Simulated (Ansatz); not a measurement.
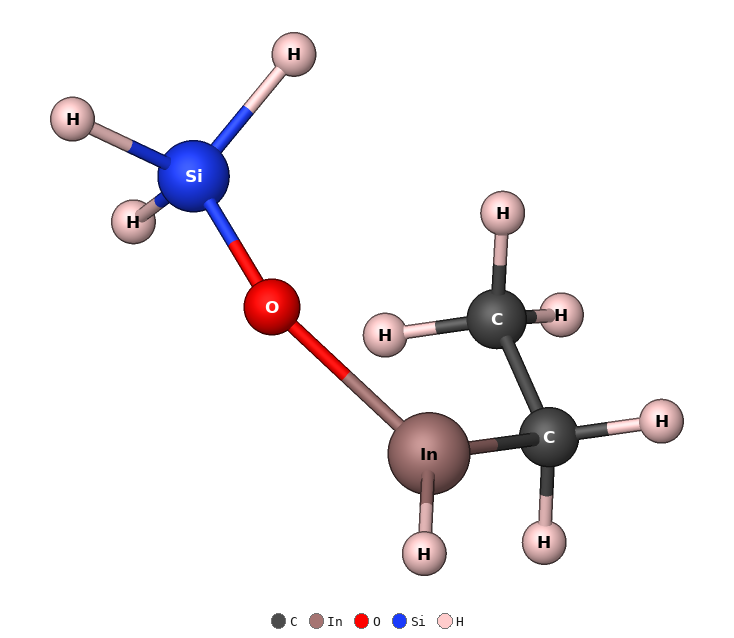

Sticks follow a distance rule. Harmonic vibrations computed with RKS PBE0-D4/def2-TZVP, core potentials on In (Ansatz 0.2.0) at a stationary point of the same level.

Q: How many imaginary frequencies does it have?

A: A minimum: no imaginary frequency, and the lowest mode lies at 29 cm⁻¹.

Q: How many vibrational modes are there, and where do they lie?

A: 36 modes: 29, 63, 80, 95, 106, 217, 247, 380, 401, 489, 495, 639, 730, 730, 944, 956, 959, 971, 997, 1026, 1049, 1205, 1254, 1412, 1450, 1490, 1496, 1855, 2164, 2173, 2200, 3039, 3056, 3095, 3105, 3126 cm⁻¹.
